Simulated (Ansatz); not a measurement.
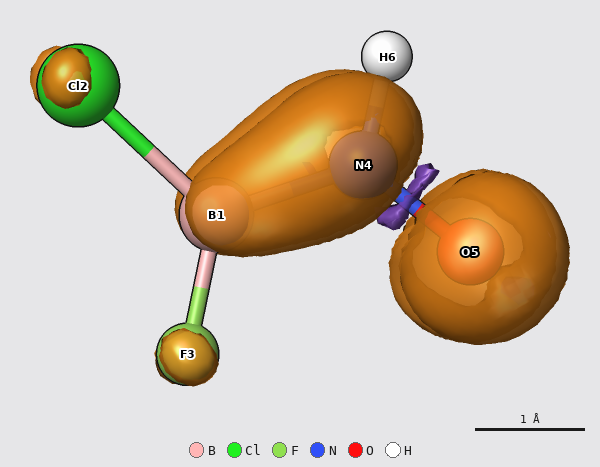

BClFHNO (doublet). Isosurfaces of the spin density at +0.02 (orange) and −0.02 e/Å³ (purple), seen across its widest extent.

Geometry: PBE0-D3(BJ)/pcseg-1.

Computed with isolated molecule in a Gaussian basis; Kohn-Sham density functional theory, functional PBE0 in Ansatz.

```xyz
6

B    -0.8052    1.1447    0.8286
Cl   -0.6322    2.7461    1.5170
F    -1.3519    0.1653    1.5076
N    -0.3322    0.9214   -0.5075
O    -0.4169   -0.2118   -1.0889
H     0.0970    1.6793   -1.0483
```

> Describe the spin distribution.

The unpaired spin (1 electron) lies mostly on O5 (about 0.6), N4 (about 0.3) and B1 (about 0.1), in electrons by Hirshfeld's partition.
